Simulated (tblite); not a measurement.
Geometry relaxation of C8H12O

- system: C8H12O, SMILES O=C[C@@H]1CCCC12CC2
- method: GFN2-xTB geometry optimisation, gas phase (tblite 0.8.0)

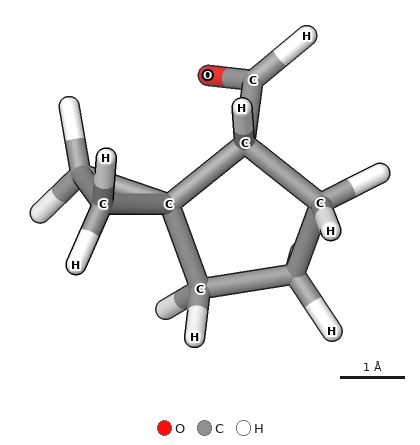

**Figure 1.** The input geometry (stick view, seen at a tilt).

Summary

- outcome: converged
- total energy: −742.4441 eV
- hardware: 1 CPU thread, shared host
- wall time: 1.2 s
- peak memory: 0.18 GiB

The input
```
{"job": {"xc": "GFN2-xTB", "basis": "xTB", "kind": "relax"}, "charge": 0, "multiplicity": 1}
O      1.949100     0.530000    -1.721600
C      2.059600     0.224800    -0.550800
C      0.948000     0.132000     0.478200
C      0.756400    -1.324000     0.881400
C     -0.220100    -1.879000    -0.142200
C     -1.223800    -0.739400    -0.358400
C     -0.436700     0.520700    -0.043700
C     -1.166300     1.678200     0.617200
C     -0.687500     1.799400    -0.798300
H      3.059600    -0.027900    -0.136800
H      1.233700     0.742700     1.333900
H      0.295300    -1.386700     1.887100
H      1.685800    -1.900600     0.921000
H     -0.701400    -2.802200     0.172500
H      0.306300    -2.076800    -1.085700
H     -1.614400    -0.741000    -1.365100
H     -2.057300    -0.847700     0.343000
H     -0.667000     2.255400     1.370400
H     -2.242800     1.593100     0.778800
H     -1.423900     1.792200    -1.589400
H      0.138500     2.473600    -0.992100
```

The first line tells a small driver script what to run in tblite; the rest is the geometry in Å.

Launched with:
```bash
OMP_NUM_THREADS=1 python <driver script> task.json out
```

What the program printed
```
step      E/eV     max force
  0    -742.38145    1.449
  1    -742.40394    1.883
  2    -742.42359    0.311
  3    -742.42688    0.140
  4    -742.42989    0.132
  5    -742.43360    0.193
  6    -742.43520    0.133
  7    -742.43658    0.067
  8    -742.43749    0.095
  9    -742.43815    0.067
 10    -742.43860    0.066
 11    -742.43904    0.071
 12    -742.43952    0.072
 13    -742.44008    0.073
 14    -742.44070    0.069
 15    -742.44130    0.065
 16    -742.44175    0.063
 17    -742.44207    0.048
 18    -742.44232    0.041
 19    -742.44255    0.036
 20    -742.44255    0.036
 21    -742.44265    0.031
 22    -742.44283    0.052
 23    -742.44289    0.042
 24    -742.44298    0.050
 25    -742.44316    0.031
 26    -742.44321    0.023
 27    -742.44327    0.022
 28    -742.44332    0.028
 29    -742.44338    0.019
 30    -742.44343    0.026
 31    -742.44349    0.025
 32    -742.44357    0.036
 33    -742.44364    0.035
 34    -742.44372    0.024
 35    -742.44378    0.018
 36    -742.44383    0.018
 37    -742.44388    0.018
 38    -742.44393    0.020
 39    -742.44398    0.020
 40    -742.44401    0.017
 41    -742.44403    0.009
 42    -742.44404    0.005
 43    -742.44405    0.007
 44    -742.44405    0.009
 45    -742.44406    0.009
 46    -742.44407    0.007
 47    -742.44408    0.007
 48    -742.44408    0.007
 49    -742.44409    0.007
 50    -742.44409    0.005
 51    -742.44410    0.005
 52    -742.44410    0.005
 53    -742.44411    0.006
 54    -742.44411    0.006
 55    -742.44412    0.006
 56    -742.44412    0.005
 57    -742.44413    0.005
 58    -742.44413    0.005
 59    -742.44413    0.004
 60    -742.44414    0.004
 61    -742.44414    0.004
```

Trajectory as extended XYZ (Å, eV, eV/Å), 12 frames, from step=0 to step=61
```
21
Properties=species:S:1:pos:R:3:forces:R:3 step=0 energy=-742.38145
O     1.9491    0.5300   -1.7216    0.0330  -0.3690   1.4010
C     2.0596    0.2248   -0.5508   -0.2400   0.3900  -1.1710
C     0.9480    0.1320    0.4782   -0.1250   0.1740  -0.5380
C     0.7564   -1.3240    0.8814   -0.0380  -0.6860   0.7910
C    -0.2201   -1.8790   -0.1422    0.0090   0.0290  -0.5620
C    -1.2238   -0.7394   -0.3584    0.1970  -0.2360   0.3730
C    -0.4367    0.5207   -0.0437   -0.2730   0.8020   0.2510
C    -1.1663    1.6782    0.6172   -0.3360  -0.3400  -0.3840
C    -0.6875    1.7994   -0.7983    0.1890   0.0300   0.0790
H     3.0596   -0.0279   -0.1368   -0.1260  -0.0180   0.0370
H     1.2337    0.7427    1.3339    0.1400   0.0820   0.0530
H     0.2953   -1.3867    1.8871    0.1900   0.1510  -0.3820
H     1.6858   -1.9006    0.9210   -0.0260   0.1390  -0.0590
H    -0.7014   -2.8022    0.1725    0.0260  -0.0140   0.0830
H     0.3063   -2.0768   -1.0857   -0.0460   0.0210   0.1750
H    -1.6144   -0.7410   -1.3651   -0.1260   0.0320  -0.2540
H    -2.0573   -0.8477    0.3430    0.0160   0.0460  -0.0860
H    -0.6670    2.2554    1.3704    0.1450   0.0830   0.1880
H    -2.2428    1.5931    0.7788    0.3780  -0.0610  -0.0160
H    -1.4239    1.7922   -1.5894    0.0570  -0.0710   0.0300
H     0.1385    2.4736   -0.9921   -0.0430  -0.1820  -0.0100
21
Properties=species:S:1:pos:R:3:forces:R:3 step=5 energy=-742.43360
O     1.9393    0.5264   -1.7049   -0.0820   0.0570  -0.1650
C     2.0440    0.2286   -0.5527   -0.0380  -0.0680   0.1200
C     0.9361    0.1330    0.4704    0.0250   0.0050  -0.0100
C     0.7549   -1.3399    0.8883    0.0420   0.0490   0.0910
C    -0.2180   -1.8816   -0.1526    0.0000   0.0390  -0.0540
C    -1.2181   -0.7398   -0.3547   -0.0170  -0.0370   0.0280
C    -0.4471    0.5360   -0.0313    0.0160   0.0230  -0.0330
C    -1.1703    1.6850    0.6125   -0.0230  -0.0690  -0.0260
C    -0.6847    1.8044   -0.7982    0.0500  -0.0450   0.0240
H     3.0411   -0.0298   -0.1287   -0.0870  -0.0130   0.0590
H     1.2468    0.7425    1.3241    0.0370   0.0110   0.0280
H     0.2992   -1.3758    1.8809    0.0250  -0.0050  -0.0470
H     1.6944   -1.8942    0.9183   -0.0200   0.0550  -0.0140
H    -0.6991   -2.8020    0.1741   -0.0010  -0.0130  -0.0200
H     0.3131   -2.0775   -1.0853    0.0100  -0.0090   0.0100
H    -1.6178   -0.7358   -1.3674    0.0040   0.0380  -0.0270
H    -2.0563   -0.8462    0.3377   -0.0120  -0.0190  -0.0060
H    -0.6639    2.2528    1.3753    0.0400   0.0550   0.0740
H    -2.2315    1.5837    0.7795   -0.0350   0.0030   0.0190
H    -1.4172    1.7842   -1.5901    0.0170  -0.0200  -0.0250
H     0.1462    2.4627   -0.9954    0.0500  -0.0380  -0.0250
21
Properties=species:S:1:pos:R:3:forces:R:3 step=11 energy=-742.43904
O     1.9197    0.5284   -1.7089   -0.0070  -0.0130  -0.0120
C     2.0280    0.2264   -0.5566   -0.0130   0.0120   0.0460
C     0.9326    0.1373    0.4741   -0.0210  -0.0160   0.0150
C     0.7560   -1.3340    0.8899    0.0070  -0.0150   0.0240
C    -0.2144   -1.8783   -0.1550   -0.0020   0.0020  -0.0180
C    -1.2188   -0.7405   -0.3553    0.0030  -0.0010   0.0120
C    -0.4488    0.5345   -0.0265   -0.0240   0.0170   0.0260
C    -1.1694    1.6840    0.6155   -0.0190   0.0290  -0.0300
C    -0.6776    1.7992   -0.7965    0.0010   0.0020   0.0150
H     3.0166   -0.0362   -0.1193    0.0160  -0.0130  -0.0680
H     1.2571    0.7453    1.3255   -0.0200   0.0040  -0.0090
H     0.3015   -1.3756    1.8808    0.0010  -0.0060   0.0010
H     1.6983   -1.8805    0.9155    0.0130   0.0020   0.0030
H    -0.6948   -2.8008    0.1673    0.0050  -0.0130   0.0070
H     0.3194   -2.0771   -1.0852    0.0130   0.0250  -0.0070
H    -1.6153   -0.7251   -1.3702    0.0130  -0.0010   0.0060
H    -2.0589   -0.8526    0.3347    0.0070  -0.0120  -0.0190
H    -0.6635    2.2544    1.3807    0.0070   0.0000   0.0040
H    -2.2320    1.5846    0.7827    0.0020   0.0210  -0.0120
H    -1.4054    1.7766   -1.5932    0.0050  -0.0060  -0.0030
H     0.1608    2.4469   -1.0005    0.0140  -0.0200   0.0200
21
Properties=species:S:1:pos:R:3:forces:R:3 step=16 energy=-742.44175
O     1.8974    0.5238   -1.7108   -0.0540   0.0100   0.0300
C     2.0140    0.2270   -0.5572    0.0030  -0.0370  -0.0470
C     0.9260    0.1399    0.4839    0.0140   0.0020  -0.0070
C     0.7569   -1.3330    0.8954    0.0040  -0.0050  -0.0210
C    -0.2091   -1.8758   -0.1565    0.0140  -0.0070   0.0180
C    -1.2183   -0.7418   -0.3531   -0.0010  -0.0030  -0.0020
C    -0.4566    0.5341   -0.0142    0.0100  -0.0060  -0.0120
C    -1.1739    1.6923    0.6147    0.0120  -0.0040   0.0240
C    -0.6712    1.7943   -0.7935   -0.0050   0.0180  -0.0060
H     3.0082   -0.0478   -0.1429    0.0060  -0.0010   0.0250
H     1.2518    0.7518    1.3312   -0.0020  -0.0060   0.0080
H     0.3023   -1.3843    1.8855    0.0030   0.0010   0.0000
H     1.7048   -1.8695    0.9161    0.0040  -0.0260   0.0140
H    -0.6862   -2.8025    0.1606    0.0190   0.0010  -0.0130
H     0.3282   -2.0637   -1.0870    0.0110   0.0070   0.0050
H    -1.6059   -0.7177   -1.3711   -0.0010  -0.0200   0.0020
H    -2.0626   -0.8662    0.3279   -0.0180   0.0030   0.0100
H    -0.6641    2.2565    1.3824   -0.0140   0.0170  -0.0080
H    -2.2373    1.6019    0.7789   -0.0090   0.0190  -0.0210
H    -1.3920    1.7706   -1.5962    0.0030   0.0120  -0.0040
H     0.1785    2.4270   -0.9944    0.0020   0.0250   0.0060
21
Properties=species:S:1:pos:R:3:forces:R:3 step=22 energy=-742.44283
O     1.8842    0.5231   -1.7103   -0.0210   0.0140  -0.0450
C     2.0099    0.2244   -0.5591    0.0010  -0.0310   0.0390
C     0.9257    0.1388    0.4860    0.0060   0.0060  -0.0020
C     0.7584   -1.3342    0.8967   -0.0040  -0.0010  -0.0090
C    -0.2066   -1.8753   -0.1563    0.0130  -0.0110   0.0130
C    -1.2181   -0.7426   -0.3518    0.0040  -0.0060  -0.0050
C    -0.4573    0.5340   -0.0123    0.0070   0.0000  -0.0110
C    -1.1742    1.6938    0.6146    0.0040   0.0030   0.0140
C    -0.6692    1.7953   -0.7922    0.0090  -0.0020  -0.0140
H     3.0063   -0.0511   -0.1481   -0.0140   0.0050  -0.0020
H     1.2508    0.7513    1.3328    0.0100  -0.0040   0.0090
H     0.3033   -1.3862    1.8863   -0.0040  -0.0010   0.0090
H     1.7061   -1.8718    0.9188   -0.0030  -0.0110   0.0060
H    -0.6806   -2.8045    0.1571    0.0070  -0.0030  -0.0090
H     0.3325   -2.0589   -1.0865    0.0080   0.0050  -0.0020
H    -1.6039   -0.7207   -1.3706   -0.0030  -0.0080  -0.0010
H    -2.0641   -0.8683    0.3271   -0.0030   0.0040   0.0120
H    -0.6669    2.2603    1.3817    0.0010   0.0140   0.0070
H    -2.2384    1.6094    0.7738   -0.0240  -0.0020  -0.0090
H    -1.3880    1.7727   -1.5968   -0.0010   0.0090  -0.0040
H     0.1813    2.4272   -0.9913    0.0070   0.0230   0.0030
21
Properties=species:S:1:pos:R:3:forces:R:3 step=27 energy=-742.44327
O     1.8780    0.5221   -1.7118   -0.0100  -0.0020  -0.0150
C     2.0066    0.2226   -0.5608    0.0060  -0.0070   0.0200
C     0.9260    0.1380    0.4870   -0.0020  -0.0010  -0.0030
C     0.7582   -1.3351    0.8983   -0.0050  -0.0050  -0.0030
C    -0.2049   -1.8761   -0.1559    0.0020   0.0010   0.0000
C    -1.2169   -0.7436   -0.3515    0.0020   0.0080   0.0030
C    -0.4561    0.5345   -0.0131   -0.0020   0.0050   0.0050
C    -1.1743    1.6941    0.6139   -0.0060   0.0070  -0.0020
C    -0.6668    1.7969   -0.7926   -0.0050   0.0070   0.0020
H     3.0028   -0.0511   -0.1498    0.0110  -0.0030  -0.0160
H     1.2547    0.7485    1.3343   -0.0050   0.0000  -0.0050
H     0.3025   -1.3861    1.8879   -0.0070  -0.0020   0.0010
H     1.7043   -1.8757    0.9214    0.0040   0.0050   0.0060
H    -0.6774   -2.8073    0.1540    0.0010   0.0030  -0.0030
H     0.3357   -2.0570   -1.0861    0.0050   0.0070   0.0020
H    -1.6050   -0.7251   -1.3696    0.0010   0.0040   0.0050
H    -2.0618   -0.8667    0.3298    0.0040  -0.0060   0.0040
H    -0.6696    2.2634    1.3815   -0.0050  -0.0090  -0.0030
H    -2.2397    1.6096    0.7693    0.0000  -0.0010  -0.0050
H    -1.3862    1.7770   -1.5970    0.0070  -0.0030  -0.0030
H     0.1810    2.4341   -0.9897    0.0030  -0.0090   0.0090
21
Properties=species:S:1:pos:R:3:forces:R:3 step=33 energy=-742.44364
O     1.8679    0.5164   -1.7137    0.0000  -0.0040   0.0010
C     2.0046    0.2196   -0.5624   -0.0110  -0.0040  -0.0330
C     0.9262    0.1371    0.4882    0.0040   0.0040   0.0120
C     0.7569   -1.3359    0.9007    0.0080   0.0140   0.0090
C    -0.2024   -1.8750   -0.1566    0.0000   0.0030  -0.0060
C    -1.2153   -0.7428   -0.3495   -0.0050  -0.0090  -0.0020
C    -0.4557    0.5361   -0.0121   -0.0020  -0.0100   0.0060
C    -1.1774    1.6952    0.6126    0.0040  -0.0100  -0.0010
C    -0.6650    1.7987   -0.7920    0.0030  -0.0020   0.0080
H     3.0049   -0.0533   -0.1611   -0.0090  -0.0030   0.0120
H     1.2559    0.7473    1.3344    0.0050   0.0140   0.0130
H     0.2976   -1.3872    1.8889   -0.0010   0.0060  -0.0040
H     1.7038   -1.8753    0.9277   -0.0030   0.0030   0.0020
H    -0.6746   -2.8076    0.1485   -0.0010  -0.0040  -0.0020
H     0.3418   -2.0508   -1.0853    0.0010   0.0010  -0.0110
H    -1.6061   -0.7250   -1.3662   -0.0060   0.0070  -0.0020
H    -2.0573   -0.8688    0.3351   -0.0010   0.0020  -0.0020
H    -0.6752    2.2633    1.3824   -0.0090   0.0010   0.0000
H    -2.2435    1.6092    0.7632    0.0090  -0.0020   0.0020
H    -1.3801    1.7797   -1.6001    0.0080  -0.0030   0.0010
H     0.1840    2.4360   -0.9830    0.0060  -0.0040  -0.0020
21
Properties=species:S:1:pos:R:3:forces:R:3 step=38 energy=-742.44393
O     1.8594    0.5102   -1.7181   -0.0020  -0.0100   0.0070
C     2.0007    0.2165   -0.5667   -0.0030   0.0080   0.0130
C     0.9271    0.1384    0.4907   -0.0050  -0.0020  -0.0070
C     0.7567   -1.3343    0.9030   -0.0020  -0.0030  -0.0060
C    -0.1995   -1.8736   -0.1583    0.0010   0.0020   0.0000
C    -1.2146   -0.7432   -0.3484    0.0020   0.0050   0.0010
C    -0.4553    0.5355   -0.0097    0.0000   0.0060  -0.0030
C    -1.1790    1.6940    0.6123   -0.0020   0.0080   0.0040
C    -0.6617    1.7984   -0.7901    0.0040  -0.0030  -0.0030
H     3.0022   -0.0561   -0.1677   -0.0100  -0.0030   0.0010
H     1.2584    0.7503    1.3361    0.0030  -0.0050  -0.0190
H     0.2930   -1.3857    1.8891    0.0010   0.0070  -0.0030
H     1.7032   -1.8739    0.9338    0.0010   0.0010   0.0010
H    -0.6715   -2.8079    0.1429    0.0110   0.0010  -0.0020
H     0.3463   -2.0451   -1.0872   -0.0020   0.0010   0.0020
H    -1.6089   -0.7227   -1.3639    0.0020   0.0000   0.0030
H    -2.0543   -0.8706    0.3388   -0.0010  -0.0020  -0.0040
H    -0.6821    2.2634    1.3838    0.0080   0.0050   0.0100
H    -2.2451    1.6077    0.7589   -0.0110  -0.0070   0.0000
H    -1.3726    1.7803   -1.6018   -0.0010  -0.0050   0.0010
H     0.1884    2.4352   -0.9778    0.0070  -0.0030   0.0020
21
Properties=species:S:1:pos:R:3:forces:R:3 step=44 energy=-742.44405
O     1.8551    0.5051   -1.7196    0.0010  -0.0020  -0.0090
C     1.9982    0.2151   -0.5676    0.0030  -0.0070   0.0040
C     0.9264    0.1388    0.4907    0.0020   0.0020  -0.0020
C     0.7566   -1.3334    0.9034   -0.0030  -0.0030  -0.0020
C    -0.1979   -1.8724   -0.1592    0.0000  -0.0020   0.0000
C    -1.2144   -0.7429   -0.3476    0.0010   0.0020   0.0000
C    -0.4558    0.5360   -0.0083    0.0010   0.0020   0.0010
C    -1.1800    1.6947    0.6128   -0.0010   0.0010   0.0000
C    -0.6600    1.7985   -0.7891   -0.0040   0.0030   0.0020
H     2.9996   -0.0580   -0.1693    0.0000   0.0010   0.0010
H     1.2604    0.7514    1.3339    0.0000   0.0030   0.0020
H     0.2910   -1.3833    1.8885   -0.0010   0.0000   0.0020
H     1.7030   -1.8729    0.9366    0.0020   0.0010  -0.0010
H    -0.6676   -2.8083    0.1400    0.0020  -0.0020   0.0010
H     0.3482   -2.0417   -1.0883    0.0020   0.0040   0.0000
H    -1.6093   -0.7216   -1.3628    0.0010  -0.0020  -0.0010
H    -2.0535   -0.8718    0.3398   -0.0030  -0.0020  -0.0010
H    -0.6845    2.2640    1.3859   -0.0010  -0.0030  -0.0030
H    -2.2467    1.6062    0.7571    0.0020   0.0040   0.0010
H    -1.3693    1.7797   -1.6023    0.0000   0.0030   0.0020
H     0.1917    2.4340   -0.9751   -0.0030  -0.0030   0.0010
21
Properties=species:S:1:pos:R:3:forces:R:3 step=49 energy=-742.44409
O     1.8550    0.5006   -1.7211    0.0000  -0.0060   0.0040
C     1.9979    0.2132   -0.5683   -0.0010   0.0030  -0.0040
C     0.9264    0.1392    0.4904   -0.0020   0.0000   0.0020
C     0.7562   -1.3329    0.9037    0.0040   0.0030   0.0030
C    -0.1974   -1.8720   -0.1595    0.0020   0.0010   0.0000
C    -1.2146   -0.7430   -0.3473    0.0000  -0.0030  -0.0020
C    -0.4563    0.5362   -0.0079   -0.0030  -0.0020   0.0000
C    -1.1805    1.6949    0.6133    0.0000  -0.0010   0.0000
C    -0.6605    1.7988   -0.7884    0.0010   0.0000   0.0000
H     2.9992   -0.0587   -0.1690    0.0020  -0.0010   0.0000
H     1.2612    0.7522    1.3330   -0.0020   0.0000  -0.0010
H     0.2900   -1.3825    1.8887    0.0020  -0.0010  -0.0010
H     1.7029   -1.8720    0.9370    0.0000  -0.0010   0.0030
H    -0.6651   -2.8092    0.1389   -0.0020   0.0010  -0.0030
H     0.3494   -2.0386   -1.0886    0.0010  -0.0020   0.0000
H    -1.6083   -0.7219   -1.3629   -0.0030   0.0000   0.0000
H    -2.0543   -0.8730    0.3395    0.0020   0.0020  -0.0030
H    -0.6852    2.2639    1.3866    0.0030   0.0010   0.0010
H    -2.2472    1.6074    0.7573   -0.0010  -0.0010   0.0010
H    -1.3693    1.7811   -1.6019   -0.0030   0.0010   0.0010
H     0.1919    2.4332   -0.9739    0.0010   0.0040  -0.0010
21
Properties=species:S:1:pos:R:3:forces:R:3 step=55 energy=-742.44412
O     1.8548    0.4947   -1.7223   -0.0010  -0.0020   0.0010
C     1.9978    0.2117   -0.5686   -0.0010   0.0000   0.0000
C     0.9260    0.1398    0.4903    0.0020  -0.0020   0.0010
C     0.7565   -1.3322    0.9043   -0.0030  -0.0020  -0.0010
C    -0.1964   -1.8714   -0.1597   -0.0030   0.0000  -0.0020
C    -1.2145   -0.7433   -0.3480    0.0010   0.0040   0.0000
C    -0.4570    0.5363   -0.0080    0.0050   0.0020  -0.0030
C    -1.1806    1.6950    0.6139    0.0010  -0.0010   0.0000
C    -0.6610    1.7995   -0.7879    0.0000  -0.0010  -0.0010
H     2.9992   -0.0590   -0.1684   -0.0030   0.0030   0.0000
H     1.2607    0.7534    1.3324   -0.0010   0.0010   0.0000
H     0.2900   -1.3820    1.8890   -0.0020   0.0010   0.0010
H     1.7030   -1.8716    0.9386   -0.0010   0.0030  -0.0010
H    -0.6642   -2.8091    0.1369    0.0000  -0.0010   0.0020
H     0.3511   -2.0371   -1.0886    0.0020  -0.0010   0.0000
H    -1.6086   -0.7224   -1.3636    0.0030   0.0000   0.0000
H    -2.0545   -0.8735    0.3382    0.0020  -0.0010   0.0010
H    -0.6846    2.2635    1.3871    0.0010  -0.0010   0.0020
H    -2.2473    1.6082    0.7582    0.0000  -0.0010   0.0010
H    -1.3708    1.7826   -1.6005    0.0000   0.0000  -0.0010
H     0.1915    2.4339   -0.9737   -0.0020   0.0000   0.0000
21
Properties=species:S:1:pos:R:3:forces:R:3 step=61 energy=-742.44414
O     1.8535    0.4888   -1.7233   -0.0010   0.0000  -0.0030
C     1.9973    0.2102   -0.5686    0.0010  -0.0010   0.0020
C     0.9259    0.1400    0.4904    0.0000   0.0020  -0.0020
C     0.7557   -1.3318    0.9047    0.0010   0.0000  -0.0010
C    -0.1959   -1.8712   -0.1604    0.0020   0.0000   0.0020
C    -1.2138   -0.7429   -0.3489   -0.0010   0.0000   0.0000
C    -0.4566    0.5366   -0.0087   -0.0010   0.0010   0.0010
C    -1.1800    1.6946    0.6146   -0.0010   0.0020  -0.0010
C    -0.6615    1.8001   -0.7877    0.0000   0.0010   0.0010
H     2.9990   -0.0578   -0.1677    0.0020   0.0030  -0.0010
H     1.2601    0.7545    1.3321    0.0020  -0.0020   0.0010
H     0.2886   -1.3813    1.8892   -0.0020   0.0000  -0.0010
H     1.7026   -1.8704    0.9395    0.0000  -0.0020   0.0020
H    -0.6639   -2.8089    0.1358    0.0010   0.0010   0.0000
H     0.3529   -2.0365   -1.0886   -0.0020  -0.0010   0.0010
H    -1.6077   -0.7222   -1.3644    0.0000   0.0010  -0.0020
H    -2.0534   -0.8736    0.3376   -0.0020   0.0010   0.0000
H    -0.6835    2.2625    1.3881    0.0000  -0.0020  -0.0020
H    -2.2467    1.6078    0.7596    0.0000  -0.0010   0.0010
H    -1.3721    1.7835   -1.5997    0.0020  -0.0010   0.0020
H     0.1905    2.4351   -0.9739   -0.0010  -0.0010   0.0000
```
